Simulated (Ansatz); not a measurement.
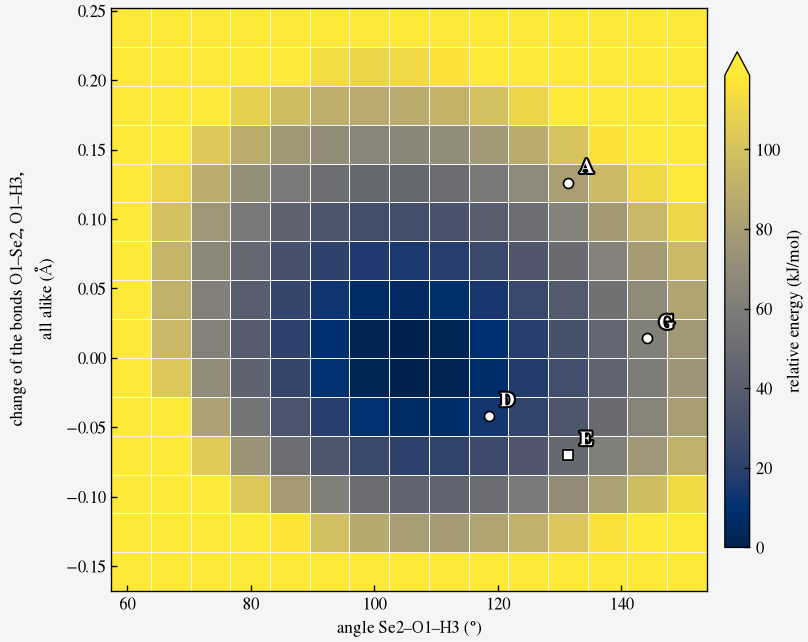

HOSe, SMILES O[Se-], charge −1. 
- The first coordinate is: angle Se2–O1–H3; the second: change of the bonds O1–Se2, O1–H3, all alike.
- Nothing is relaxed (all other coordinates rigid).
- The scan uses a 15 × 15 grid.
- Points are written as (first, second).
- All energies are given in kJ/mol relative to the lowest grid point.
- Level of theory: RHF/def2-TZVPD (Ansatz).

Drawn: one coloured cell a grid point, one colour for all values above the top of the scale, lettered points.

Is E the lowest point of the computed grid?

No. E lies 48 kJ/mol above the lowest grid point, which is at (105.7°, 0.014 Å).

What kind of point is each of A, D, E, G: minimum, saddle, maximum or slope?

A: on a slope; D: on a slope; E: on a slope; G: on a slope. (In these two coordinates alone; a stationary point may lie a little off the grid point.)
